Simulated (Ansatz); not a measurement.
Hf (hcp, Mg type), conventional cell a = b = 3.198 Å, c = 5.047 Å, α = β = 90.00°, γ = 120.00°. The calculation uses the primitive cell of 2 atoms, to which meshes and values per cell refer.

This relaxed cell (volume V₀) is scaled evenly in all directions, its shape held. Symmetry pins the atoms to their sites.

Level of theory: r2SCAN (plane waves to 500 eV, PAW, scalar-relativistic; Ansatz, an electronic-structure program). k mesh 17×17×9 (Γ-centred), Fermi-Dirac smearing 0.05 eV. Energies are smeared free energies. With the shape held, the modulus is that of even scaling; a crystal free to change shape is softer. Hf is run without spin polarisation. Hf was relaxed with its symmetry unable to fall. Spin-orbit coupling is left out, though Hf is heavy. The zero of ΔE is the relaxed starting cell.

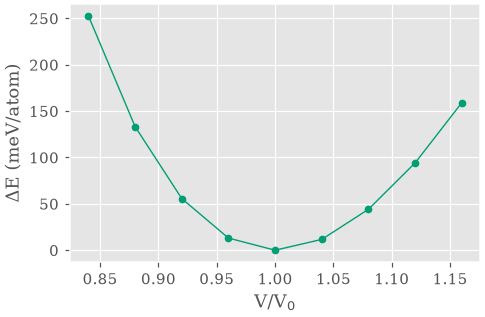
*ΔE (meV/atom) against V/V₀; one marker a computed point.*

Task: What is ΔE at V/V₀ = 0.840?

Result: About 250 meV/atom.

Task: What is ΔE at V/V₀ = 1.160?

Result: About 160 meV/atom.

Task: What bulk modulus at fixed cell shape B₀ follows from a third-order Birch-Murnaghan fit?

Result: About 110 GPa.

(A scan under strain: stresses follow from slopes of the energy per volume, elastic moduli from its curvatures.)
